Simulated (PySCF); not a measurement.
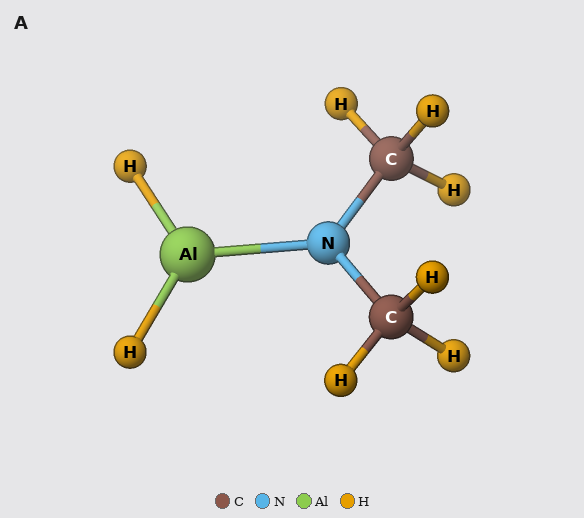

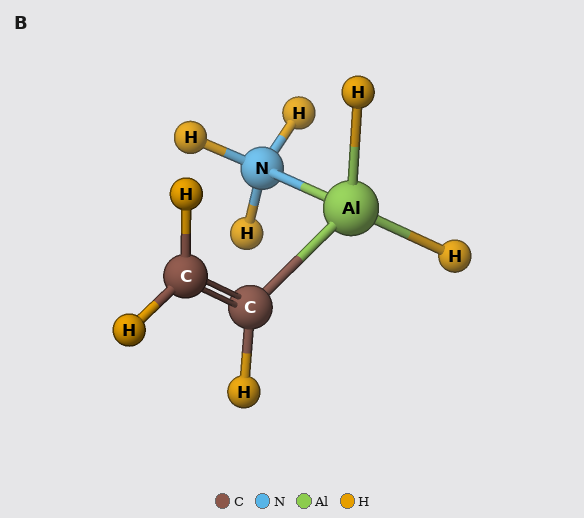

2 stationary structures of one formula. Geometries: PBE0-D3(BJ)/def2-SVP. Electronic energies: PBE0-D3(BJ)/def2-SVP (PySCF 2.14.0), without zero-point energy. No frequency run is at hand to confirm each as a minimum. Each is one conformer, not always the lowest.

Rank them by energy, lowest first.

Answer. A is lowest; B lies 30.8 kJ/mol above it. A is `C[N](C)[AlH2]`, B is `C=[CH][AlH2-][NH3+]`.
